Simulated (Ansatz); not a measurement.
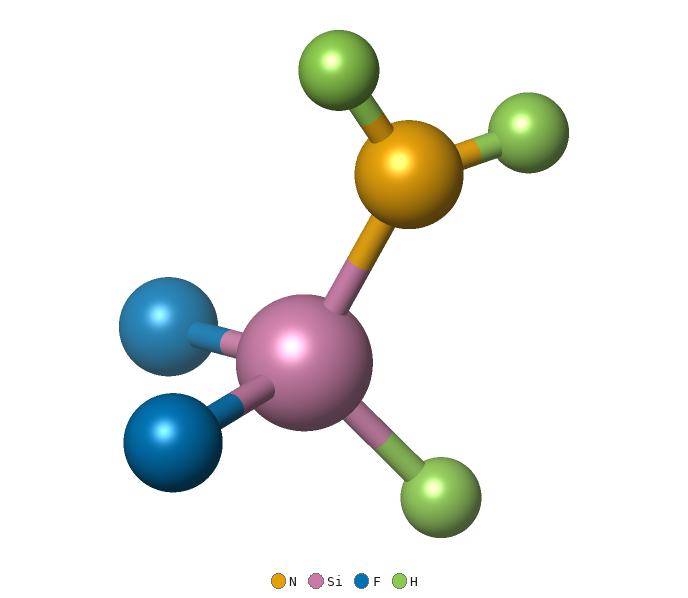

The computed structure is the end point of a PBE-D4/def2-SVP optimisation. No frequency run is at hand to confirm it as a minimum. Properties computed with RKS PBE-D4/def2-SVP (Ansatz 0.2.0).

Question: What is the dispersion correction?

Answer: −10.6 kJ/mol.

Question: Give the dipole moment at this level.

Answer: 2.70 D.
